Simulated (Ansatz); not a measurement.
## Lattice dynamics of Hg2Ge (model cell, started as cuprite)

Aim: the vibrations of Hg2Ge (model cell, started as cuprite), their spectra, and whether the structure is stable.

Program: Ansatz 0.2.0. Level of theory: DFT PBEsol, scalar-relativistic, plane waves, PAW. Results are calculated unless marked as measured.

The structure was built from a prototype and need not be the compound's stable phase.

### 1. The structure

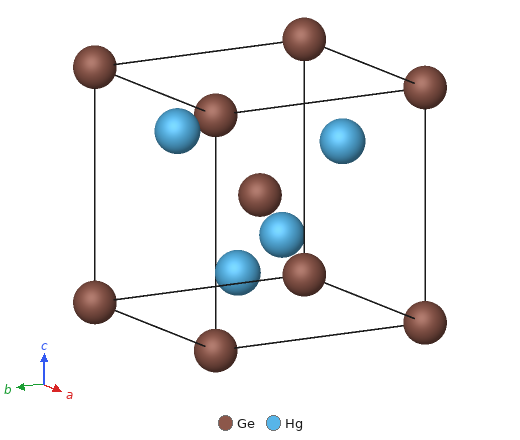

The cell as given, from a free direction (germanium brown, mercury blue). Some periodic images of atoms are drawn too.

### 2. Relaxation, k-mesh 6×6×6, smearing width 0.1 eV

Harmonic phonons are second derivatives at a point where the forces vanish, and they are wanted at zero stress, so atoms and cell are relaxed first.

The input, input.yaml:

```yaml
crystal:
  lattice:
    - [6.13746, 0.0, 0.0]
    - [0.0, 6.13746, 0.0]
    - [0.0, 0.0, 6.13746]
  atoms:
    - { symbol: Ge, position: [0.0, 0.0, 0.0] }
    - { symbol: Ge, position: [0.5, 0.5, 0.5] }
    - { symbol: Hg, position: [0.25, 0.25, 0.25] }
    - { symbol: Hg, position: [0.75, 0.75, 0.25] }
    - { symbol: Hg, position: [0.75, 0.25, 0.75] }
    - { symbol: Hg, position: [0.25, 0.75, 0.75] }
kpoints:
  mp_grid: { grid: [6, 6, 6] }
hamiltonian:
  xc: pbesol
scf:
  occupations: { method: gaussian, width: 0.1 }
output:
  forces: true
  stress: true
  eigenvalues: true
  write_density: true
  write_potential: true
  elf: true
  volumetric_format: npy
relax:
  adjacent_minimum: "off"
  f_tol: 0.005
  max_steps: 80
  cell: { stress_tol: 0.05 }
```

On the command line:

```console
$ ansatz run input.yaml --threads 8 --pin off --max-ram 14336MiB --backend cpu --events-out ev --progress --plain --runs-dir out
```

Numbers of over 12 decimals in the logs are rounded to 6 here.

Log:

```text
Engine: ansatz 0.2.0, aarch64-unknown-linux-gnu
Pseudopotentials: kind: paw
Pseudopotential: Ge, paw, valence charge 14, recommended cutoff 420 eV (normal), Ge.paw.azcp
Pseudopotential: Hg, paw, valence charge 20, recommended cutoff 420 eV (normal), Hg.paw.azcp
Functional definition: PBEsol
  exchange = pbesol_x
  correlation = pbesol_c
Crystal: 6 atoms, lattice volume = 231.188 Å³
Basis set: ecut = 420 eV, 4553 PW (Γ), exchange–correlation on 90×90×90 points (8 copies of the dense FFT grid, shifted against one another)
Bands: 65, of which v1, the nominal top of the filled ones, is band 54 counted from 1 (53 counted from 0)
Symmetry: 48 space group operations
Space group: Pn-3m (ITA 224), of the structure as read, at distance tolerance 6.1e-5 Å
k-points: 20 of 216
Non-local potential: Ge, projectors of the file, l = 0: 2, l = 1: 2, l = 2: 3, l = 3: 1
Non-local potential: Hg, projectors of the file, l = 0: 3, l = 1: 2, l = 2: 2, l = 3: 1
PAW form: soft (Blöchl's): semilocal exchange-correlation on the pseudo side does not see the compensation charge
PAW frozen core: Ge, regenerated for the run's functional, and the local potential with it (the file was generated under x = pbe(κ = 0.804, μ = 0.219515), c = pbe(β = 0.066725))
PAW frozen core: Hg, regenerated for the run's functional, and the local potential with it (the file was generated under x = pbe(κ = 0.804, μ = 0.219515), c = pbe(β = 0.066725))
PAW one-centre angular grid: Ge, 590 points (default); XC on 64 Gauss nodes
PAW one-centre angular grid: Hg, 590 points (default); XC on 64 Gauss nodes
Initial density: superposition of atomic densities (neutral atoms: chi_scale 0, normalization atom), corrected by the library's trained network
Initial wavefunctions: pseudopotential atomic-orbital guess
Functional: x = pbesol(κ = 0.804, μ = 0.123457), c = pbesol(β = 0.046)
SCF iter   1: F=—  HF=-63177.350609 eV  |F-HF|=—  |Δ(HF+E_count)|=         —  Δρ=2.18e-3  dr2=2.69e-2  ethr=1.77e-3  ⟨swp⟩=6.3  Hψ=4916  notcnv=0  defer=2
preconditioner: auto → Resta (q_TF=auto, 2.403 Å⁻¹)  ε∞=3.3  [insulator: Δε(μ)=0.638 eV  Ē_g=14.130 eV  σ=0.100 eV  W_gap=0.93  n_scr=56 (ndim 8)  ℏωp=21.3 eV  f_vac=0.282  D(μ)=0.29/eV (n_scr^D=0)  ε∞_Penn≈3.3]
SCF iter   2: F=—  HF=-63177.348774 eV  |F-HF|=—  |Δ(HF+E_count)|=   1.83e-3  Δρ=1.00e-3  dr2=5.56e-3  ethr=2.49e-5  ⟨swp⟩=2.2  Hψ=2036  notcnv=0  defer=5
SCF iter   3: F=—  HF=-63177.350444 eV  |F-HF|=—  |Δ(HF+E_count)|=   1.67e-3  Δρ=3.66e-4  dr2=7.13e-4  ethr=5.14e-6  ⟨swp⟩=2.0  Hψ=1734  notcnv=0  defer=5
SCF iter   4: F=—  HF=-63177.351232 eV  |F-HF|=—  |Δ(HF+E_count)|=   7.88e-4  Δρ=1.69e-4  dr2=1.12e-4  ethr=6.60e-7  ⟨swp⟩=2.0  Hψ=1967  notcnv=0  defer=5
SCF iter   5: F=—  HF=-63177.351418 eV  |F-HF|=—  |Δ(HF+E_count)|=   1.86e-4  Δρ=7.74e-5  dr2=1.14e-5  ethr=1.04e-7  ⟨swp⟩=2.0  Hψ=1967  notcnv=0  defer=5
SCF iter   6: F=—  HF=-63177.351318 eV  |F-HF|=—  |Δ(HF+E_count)|=   9.99e-5  Δρ=2.35e-5  dr2=1.38e-6  ethr=1.06e-8  ⟨swp⟩=2.0  Hψ=1967  notcnv=0  defer=5
SCF iter   7: F=—  HF=-63177.351321 eV  |F-HF|=—  |Δ(HF+E_count)|=   2.97e-6  Δρ=5.63e-6  dr2=1.09e-7  ethr=1.28e-9  ⟨swp⟩=2.0  Hψ=1967  notcnv=0  defer=5
SCF iter   8: F=-63177.351321 eV  HF=-63177.351321 eV  |F-HF|=6.23e-9  |Δ(HF+E_count)|=   2.39e-7  Δρ=1.19e-6  dr2=3.84e-9  ethr=9.26e-11  ⟨swp⟩=14.1  Hψ=8440  notcnv=0
SCF 1 converged in 8 iterations: F = -63177.351321 eV  dr2 = 3.84e-9
  greatest PAW one-centre occupation: 1.000 electrons in one spin orbital (limit 2), on the Hg atom at site 5 (counted from 0), in its partial waves of l = 0
relax step   1: F+E_penalty+E_count = -63177.35132104 eV  Δ(F+E_penalty+E_count) = +0.000e0 eV  max|allowed force component| = 1.234e-17 eV/Å  Δτ_max = 0.0000 Å  P = -3.639 GPa  Ω = 231.188 Å³  (8 SCF iters, dr2 threshold 1.00e-7 eV, accepted)
Crystal: 6 atoms, lattice volume = 198.999 Å³
Basis set: ecut = 420 eV, 3887 PW (Γ), exchange–correlation on 90×90×90 points (8 copies of the dense FFT grid, shifted against one another)
Initial density: handed on by an earlier stage of this run
Initial wavefunctions: those handed on with the density
iter 1 solved again at ethr=1.52e-4 eV; its pass at ethr=3.10e-3 eV (dr2=1.64e-1 eV) is discarded
SCF iter   1: F=—  HF=-63177.904696 eV  |F-HF|=—  |Δ(HF+E_count)|=         —  Δρ=6.94e-3  dr2=1.76e-1  ethr=1.52e-4  ⟨swp⟩=1.4  Hψ=6017  notcnv=0
preconditioner: auto → Resta (q_TF=auto, 2.464 Å⁻¹)  ε∞=3.5  [insulator: Δε(μ)=0.812 eV  Ē_g=14.638 eV  σ=0.100 eV  W_gap=1.00  n_scr=56 (ndim 8)  ℏωp=22.9 eV  f_vac=0.200  D(μ)=0.00/eV (n_scr^D=0)  ε∞_Penn≈3.5]
SCF iter   2: F=—  HF=-63177.856502 eV  |F-HF|=—  |Δ(HF+E_count)|=   4.82e-2  Δρ=2.63e-3  dr2=2.30e-2  ethr=1.52e-4  ⟨swp⟩=2.0  Hψ=1978  notcnv=0
SCF iter   3: F=—  HF=-63177.849574 eV  |F-HF|=—  |Δ(HF+E_count)|=   6.93e-3  Δρ=9.22e-4  dr2=1.84e-3  ethr=2.13e-5  ⟨swp⟩=2.4  Hψ=1996  notcnv=0
SCF iter   4: F=—  HF=-63177.849334 eV  |F-HF|=—  |Δ(HF+E_count)|=   2.41e-4  Δρ=2.59e-4  dr2=1.56e-4  ethr=1.71e-6  ⟨swp⟩=2.0  Hψ=1968  notcnv=0
SCF iter   5: F=—  HF=-63177.849193 eV  |F-HF|=—  |Δ(HF+E_count)|=   1.40e-4  Δρ=1.11e-4  dr2=2.79e-5  ethr=1.44e-7  ⟨swp⟩=2.0  Hψ=1968  notcnv=0
SCF iter   6: F=—  HF=-63177.849204 eV  |F-HF|=—  |Δ(HF+E_count)|=   1.06e-5  Δρ=3.04e-5  dr2=1.78e-6  ethr=2.59e-8  ⟨swp⟩=2.0  Hψ=1968  notcnv=0
SCF iter   7: F=-63177.849205 eV  HF=-63177.849205 eV  |F-HF|=2.76e-9  |Δ(HF+E_count)|=   1.28e-6  Δρ=6.59e-6  dr2=1.03e-7  ethr=5.56e-10  ⟨swp⟩=14.1  Hψ=9096  notcnv=0
SCF 2 converged in 7 iterations: F = -63177.849205 eV  dr2 = 1.03e-7
  greatest PAW one-centre occupation: 1.000 electrons in one spin orbital (limit 2), on the Hg atom at site 4 (counted from 0), in its partial waves of l = 0
relax step   2: F+E_penalty+E_count = -63177.84920516 eV  Δ(F+E_penalty+E_count) = -4.979e-1 eV  max|allowed force component| = 4.626e-17 eV/Å  Δτ_max = 0.0000 Å  P = -0.674 GPa  Ω = 198.999 Å³  energy of the carried Pulay correction = +4.497e-3 eV  (7 SCF iters, dr2 threshold 6.00e-7 eV, accepted)
Crystal: 6 atoms, lattice volume = 192.897 Å³
Basis set: ecut = 420 eV, 3791 PW (Γ), exchange–correlation on 90×90×90 points (8 copies of the dense FFT grid, shifted against one another)
iter 1 solved again at ethr=6.68e-6 eV; its pass at ethr=3.10e-3 eV (dr2=7.22e-3 eV) is discarded
SCF iter   1: F=—  HF=-63177.858891 eV  |F-HF|=—  |Δ(HF+E_count)|=         —  Δρ=1.48e-3  dr2=8.12e-3  ethr=6.68e-6  ⟨swp⟩=1.1  Hψ=5367  notcnv=0
preconditioner: auto → Resta (q_TF=auto, 2.477 Å⁻¹)  ε∞=3.5  [insulator: Δε(μ)=0.721 eV  Ē_g=14.770 eV  σ=0.100 eV  W_gap=1.00  n_scr=56 (ndim 8)  ℏωp=23.3 eV  f_vac=0.188  D(μ)=0.00/eV (n_scr^D=0)  ε∞_Penn≈3.5]
SCF iter   2: F=—  HF=-63177.856621 eV  |F-HF|=—  |Δ(HF+E_count)|=   2.27e-3  Δρ=5.64e-4  dr2=1.08e-3  ethr=6.68e-6  ⟨swp⟩=2.0  Hψ=1822  notcnv=0
SCF iter   3: F=—  HF=-63177.856298 eV  |F-HF|=—  |Δ(HF+E_count)|=   3.23e-4  Δρ=1.97e-4  dr2=7.84e-5  ethr=9.97e-7  ⟨swp⟩=2.0  Hψ=1896  notcnv=0
SCF iter   4: F=—  HF=-63177.856194 eV  |F-HF|=—  |Δ(HF+E_count)|=   1.03e-4  Δρ=5.57e-5  dr2=6.82e-6  ethr=7.26e-8  ⟨swp⟩=2.0  Hψ=2060  notcnv=0
SCF iter   5: F=—  HF=-63177.856192 eV  |F-HF|=—  |Δ(HF+E_count)|=   1.82e-6  Δρ=2.42e-5  dr2=1.26e-6  ethr=6.32e-9  ⟨swp⟩=2.0  Hψ=2060  notcnv=0
SCF iter   6: F=-63177.856193 eV  HF=-63177.856193 eV  |F-HF|=4.01e-8  |Δ(HF+E_count)|=   4.50e-7  Δρ=5.33e-6  dr2=5.33e-8  ethr=5.56e-10  ⟨swp⟩=10.0  Hψ=8151  notcnv=0
SCF 3 converged in 6 iterations: F = -63177.856193 eV  dr2 = 5.33e-8
relax step   3: F+E_penalty+E_count = -63177.85619280 eV  Δ(F+E_penalty+E_count) = -6.988e-3 eV  max|allowed force component| = 4.857e-17 eV/Å  Δτ_max = 0.0000 Å  P = +0.393 GPa  Ω = 192.897 Å³  energy of the carried Pulay correction = +5.426e-3 eV  (6 SCF iters, dr2 threshold 6.00e-7 eV, accepted)
[...]
relax step   4: F+E_penalty+E_count = -63177.85842032 eV  Δ(F+E_penalty+E_count) = -2.228e-3 eV  max|allowed force component| = 1.542e-17 eV/Å  Δτ_max = 0.0000 Å  P = +0.003 GPa  Ω = 194.981 Å³  energy of the carried Pulay correction = +5.106e-3 eV  (5 SCF iters, dr2 threshold 3.86e-7 eV, accepted)
Basis set: ecut = 420 eV, 3791 PW (Γ), exchange–correlation on 80×80×80 points (8 copies of the dense FFT grid, shifted against one another)
Initial wavefunctions: pseudopotential atomic-orbital guess (no wavefunctions were taken with the density)
iter 1 solved again at ethr=2.15e-7 eV; its pass at ethr=3.10e-3 eV (dr2=2.33e-4 eV) is discarded
SCF iter   1: F=—  HF=-63177.852712 eV  |F-HF|=—  |Δ(HF+E_count)|=         —  Δρ=2.74e-4  dr2=2.27e-5  ethr=2.15e-7  ⟨swp⟩=3.0  Hψ=7847  notcnv=0
preconditioner: auto → Resta (q_TF=auto, 2.472 Å⁻¹)  ε∞=3.5  [insulator: Δε(μ)=0.721 eV  Ē_g=14.731 eV  σ=0.100 eV  W_gap=1.00  n_scr=56 (ndim 8)  ℏωp=23.2 eV  f_vac=0.196  D(μ)=0.00/eV (n_scr^D=0)  ε∞_Penn≈3.5]
SCF iter   2: F=—  HF=-63177.852764 eV  |F-HF|=—  |Δ(HF+E_count)|=   5.16e-5  Δρ=1.42e-4  dr2=6.74e-6  ethr=2.10e-8  ⟨swp⟩=2.7  Hψ=2692  notcnv=0
SCF iter   3: F=—  HF=-63177.852775 eV  |F-HF|=—  |Δ(HF+E_count)|=   1.11e-5  Δρ=3.34e-5  dr2=3.43e-7  ethr=6.24e-9  ⟨swp⟩=2.0  Hψ=2060  notcnv=0
SCF iter   4: F=—  HF=-63177.852775 eV  |F-HF|=—  |Δ(HF+E_count)|=   2.31e-7  Δρ=4.14e-6  dr2=2.31e-8  ethr=3.17e-10  ⟨swp⟩=2.0  Hψ=2060  notcnv=0
SCF iter   5: F=—  HF=-63177.852775 eV  |F-HF|=—  |Δ(HF+E_count)|=   3.81e-9  Δρ=1.41e-6  dr2=2.60e-9  ethr=2.14e-11  ⟨swp⟩=2.0  Hψ=2060  notcnv=0
SCF iter   6: F=—  HF=-63177.852775 eV  |F-HF|=—  |Δ(HF+E_count)|=   1.95e-9  Δρ=2.13e-7  dr2=1.11e-10  ethr=2.41e-12  ⟨swp⟩=2.0  Hψ=2060  notcnv=0
SCF iter   7: F=-63177.852775 eV  HF=-63177.852775 eV  |F-HF|=0.00e0  |Δ(HF+E_count)|=  1.02e-10  Δρ=4.44e-8  dr2=5.74e-12  ethr=1.00e-12  ⟨swp⟩=6.0  Hψ=5301  notcnv=0
SCF 5 converged in 7 iterations: F = -63177.852775 eV  dr2 = 5.74e-12
relax step   5: F+E_penalty+E_count = -63177.85277494 eV  Δ(F+E_penalty+E_count) = +5.645e-3 eV  max|allowed force component| = 2.467e-17 eV/Å  Δτ_max = 0.0000 Å  P = +0.002 GPa  Ω = 194.981 Å³  stress off target by 2.00e-3 GPa  SCF on the basis re-selected at this cell (its energy is not comparable with the rows above)  (7 SCF iters)
basis re-selected at this cell: Δ(F+E_penalty+E_count) = +5.645e-3 eV, ΔP = -0.001 GPa vs the last step (what re-selecting the basis moved, of the pressure what is left beyond the Pulay correction that the steps carried, after the strain that the cell walked since its last selection, with what the two solves' SCF thresholds leave and, on support functions, any second-order correction that the steps lacked; it is no measure of the basis error at this ecutwfc). The dense FFT grid was sized anew with the basis: this SCF ran on 40×40×40 points, the steps before it on 45×45×45, so part of this shift can come from that change (see relax.cell in the input reference). [rest of the remark cut]
SCF converged after 7 iterations
Free energy (F): -63177.852775 eV
Harris-Foulkes:  -63177.852775 eV  (|F-HF|=0.00e0)
Internal energy: -63177.852775 eV  (E = F + TS)
E sigma→0 (E₀):  -63177.852775 eV
Fermi energy:    7.745829 eV
--- Per-component energies (eV) ---
  E_band       = -2426.699373
  E_kinetic    = 2639.563685
  E_local      = -18934.143343  (includes V_loc(G=0)·N_el)
  E_nonlocal   = 1141.139040
  E_hartree    = 8152.100452
  E_xc         = -1024.213800
  E_vxc        = -1173.908944  (∫ρ·V_xc dr)
  E_paw        = -43160.676397  (= ΣΔE_a)
  E_vpaw       = -2403.554783  (= ΣTr[D̂ρ^β])
  E_aug_tail   = 0.004170  (compensation charges beyond the density's cutoff)
  E_ewald      = -11994.777060
  E_core_change = 3.150478  (= ΣΔE_core)
  E_smearing   = -0.000000  (= −TS)
  E_closure    = 0.000000  (closes the sum)
  Σ components = -63177.852775   (vs F -63177.852775, Δ=0.00e0)
--- Forces (eV/Å), atoms counted from 1 ---
  atom   1  Ge     0.00000000     0.00000000    -0.00000000
  atom   2  Ge    -0.00000000     0.00000000     0.00000000
  atom   3  Hg     0.00000000    -0.00000000    -0.00000000
  atom   4  Hg     0.00000000    -0.00000000     0.00000000
  atom   5  Hg    -0.00000000     0.00000000    -0.00000000
  atom   6  Hg    -0.00000000     0.00000000    -0.00000000
  max |Σ_I F_I| component: 1.85e-17 eV/Å
--- Stress (GPa, compression-positive) ---
        0.002004      -0.000000      -0.000000
       -0.000000       0.002004      -0.000000
       -0.000000      -0.000000       0.002004
  P = ⅓ Tr σ = 0.0020 GPa (0.020 kbar)
--- Band table (eV; the first three rows and the last of 20) ---
  k-point 0: bands = [... 50 lower, 4.2321, 6.9945, 6.9945, 6.9945, 8.0980, 8.0980, 8.2670, 12.0669, ... 7 higher]
  k-point 1: bands = [... 50 lower, 4.2252, 6.2156, 7.0361, 7.0361, 8.2681, 8.5665, 9.0980, 11.4027, ... 7 higher]
  k-point 2: bands = [... 50 lower, 4.2119, 5.1525, 7.1120, 7.1120, 8.7594, 9.6892, 10.2993, 10.4877, ... 7 higher]
  k-point 19: bands = [... 50 lower, 3.5600, 5.6438, 5.6438, 5.6438, 10.2120, 10.5864, 10.5864, 10.5864, ... 7 higher]
--- Relaxed structure (4 steps of the walk, 4 accepted, 1 SCFs on fresh bases) ---
  F+E_penalty+E_count = -63177.85277494 eV   max|allowed force component| = 2.467e-17 eV/Å   (the final SCF, on the basis selected at the relaxed cell)
  cell:  # Å, volume = 194.9806 Å³
    - [5.798697, 0, 0]
    - [0, 5.798697, 0]
    - [0, 0, 5.798697]
  atoms:
    - { symbol: Ge, position: [0, 0, 0] }
    - { symbol: Ge, position: [0.5, 0.5, 0.5] }
    - { symbol: Hg, position: [0.25, 0.25, 0.25] }
    - { symbol: Hg, position: [0.75, 0.75, 0.25] }
    - { symbol: Hg, position: [0.75, 0.25, 0.75] }
    - { symbol: Hg, position: [0.25, 0.75, 0.75] }
```

Wall time 15 s (8 threads of Arm Neoverse V1, shared host); peak memory 1 GiB.

Step by step:

```tsv
step	energy less that of the first step (eV)	largest force component (eV/Å)	pressure (GPa)	volume (Å³)
1	0.0000	0.0000	-3.64	231.19
2	-0.4979	0.0000	-0.67	199.00
3	-0.5049	0.0000	0.39	192.90
4	-0.5071	0.0000	0.00	194.98
5*	-0.5015	0.0000	0.00	194.98
```

Relaxation steps marked * repeat the geometry before them on a plane-wave basis chosen anew for their cell, so energy and pressure can jump there.

Forces are held to the 48 operations that the run works with; a distortion that breaks them can't arise in this run.

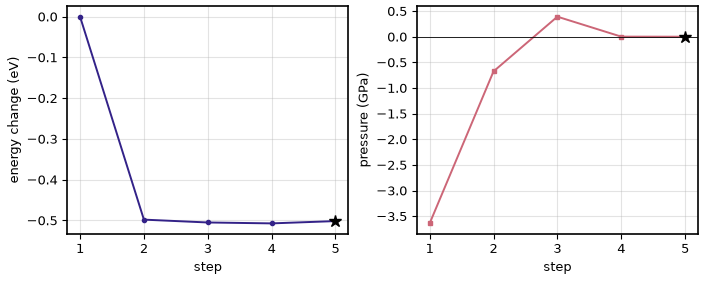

Energy and pressure along the relaxation. Stars mark steps on a basis chosen anew.

```tsv
conventional cell, symmetrised	before	after	change
a (Å)	6.137	5.799	-5.5 %
b (Å)	6.137	5.799	-5.5 %
c (Å)	6.137	5.799	-5.5 %
volume (Å³/atom)	38.53	32.50	-15.7 %
```

The relaxed structure:

```cif
data_structure
_symmetry_space_group_name_H-M 'P 1'
_symmetry_Int_Tables_number 1
_cell_length_a 5.7987
_cell_length_b 5.7987
_cell_length_c 5.7987
_cell_angle_alpha 90.000
_cell_angle_beta 90.000
_cell_angle_gamma 90.000
_cell_volume 194.98
loop_
_atom_site_label
_atom_site_type_symbol
_atom_site_fract_x
_atom_site_fract_y
_atom_site_fract_z
_atom_site_occupancy
Ge1 Ge 0.00000 0.00000 0.00000 1
Ge2 Ge 0.50000 0.50000 0.50000 1
Hg3 Hg 0.25000 0.25000 0.25000 1
Hg4 Hg 0.75000 0.75000 0.25000 1
Hg5 Hg 0.75000 0.25000 0.75000 1
Hg6 Hg 0.25000 0.75000 0.75000 1
```

This step gave:

```
pressure           : 0.002004 GPa
volume per atom    : 32.50 Å³
gap on the k-mesh  : 0.7212 eV
direct gap on mesh : 1.104 eV
```

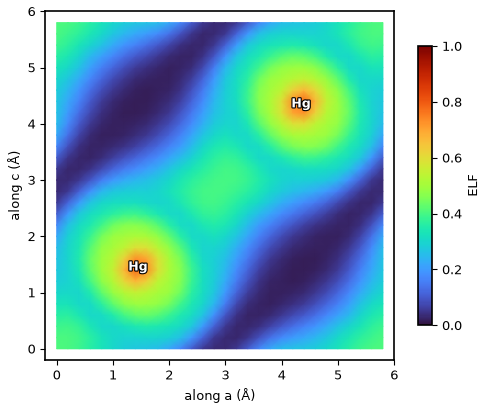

ELF in the ac plane at fractional y = 0.250, with atoms of Hg within 0.2 Å of it. It is the smooth field of the valence electrons, not physical close to the nuclei.

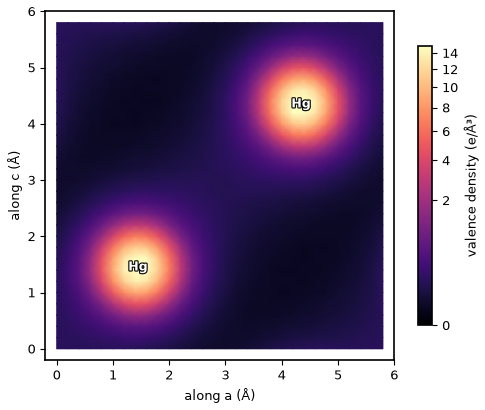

Valence density in the ac plane at fractional y = 0.250, with atoms of Hg within 0.2 Å of it. It is the smooth field of the valence electrons, not physical close to the nuclei. The colour scale is stretched toward low values.

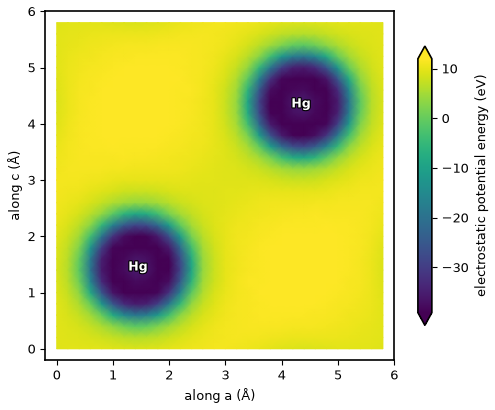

Electrostatic potential energy in the ac plane at fractional y = 0.250, with atoms of Hg within 0.2 Å of it. With pseudopotentials it is smooth inside the atoms' cores, unlike the true potential.

In this step the volume went from 38.53 to 32.50 Å³/atom.

### 3. Bringing the structure to rest, k-mesh 4×4×4, smearing width 0.02 eV

The relaxation is repeated from its end, on the mesh and smearing that suit the cell and gap now reached.

input.yaml, the sections that differ from step 2:

```yaml
crystal:
  lattice:
    - [5.7986974218, 0.0, 0.0]
    - [0.0, 5.7986974218, 0.0]
    - [0.0, 0.0, 5.7986974218]
  atoms:
    - { symbol: Ge, position: [0.0, 0.0, 0.0] }
    - { symbol: Ge, position: [0.5, 0.5, 0.5] }
    - { symbol: Hg, position: [0.25, 0.25, 0.25] }
    - { symbol: Hg, position: [0.75, 0.75, 0.25] }
    - { symbol: Hg, position: [0.75, 0.25, 0.75] }
    - { symbol: Hg, position: [0.25, 0.75, 0.75] }
kpoints:
  mp_grid: { grid: [4, 4, 4] }
scf:
  occupations: { method: gaussian, width: 0.02 }
# hamiltonian, output, relax: as in step 2
```

Log:

```text
[...]
Crystal: 6 atoms, lattice volume = 194.981 Å³
Basis set: ecut = 420 eV, 3791 PW (Γ), exchange–correlation on 80×80×80 points (8 copies of the dense FFT grid, shifted against one another)
Bands: 65, of which v1, the nominal top of the filled ones, is band 54 counted from 1 (53 counted from 0)
Symmetry: 48 space group operations
[...]
k-points: 10 of 64
[...]
cell:  # Å, volume = 194.9806 Å³
    - [5.7986974218, 0.0, 0.0]
    - [0.0, 5.7986974218, 0.0]
    - [0.0, 0.0, 5.7986974218]
  atoms:
    - { symbol: Ge, position: [0.0, 0.0, 0.0] }
    - { symbol: Ge, position: [0.5, 0.5, 0.5] }
    - { symbol: Hg, position: [0.25, 0.25, 0.25] }
    - { symbol: Hg, position: [0.750000, 0.750000, 0.25] }
    - { symbol: Hg, position: [0.750000, 0.25, 0.750000] }
    - { symbol: Hg, position: [0.25, 0.750000, 0.750000] }
[key lines of the parts left out:]
SCF converged after 5 iterations
Free energy (F): -63177.839053 eV
Fermi energy:    7.739802 eV
P = ⅓ Tr σ = -0.0002 GPa (-0.002 kbar)
```

It took 3.6 s on 8 threads; peak memory 0.8 GiB; 21 s of CPU time.

Little changed from the start: no atom moved by 0.005 Å and no cell edge by 0.1 %.

This step gave:

| Item | Value |
| --- | --- |
| pressure | -2.11e-4 GPa |
| gap on the k-mesh | 0.7171 eV |
| direct gap on mesh | 1.099 eV |

In this step the volume went from 32.50 to 32.50 Å³/atom.

(Continued in part 2 of 2.)

[Logs are printed without paths, hosts, clocks, repeated set-up lines and the standing remarks that a program may print on its own settings, such as how far it seeks lower states.]

[Hosts, paths, dates, database ids (printed as entryN), source tags and the programs' standing remarks are cut or masked in the printed files.]
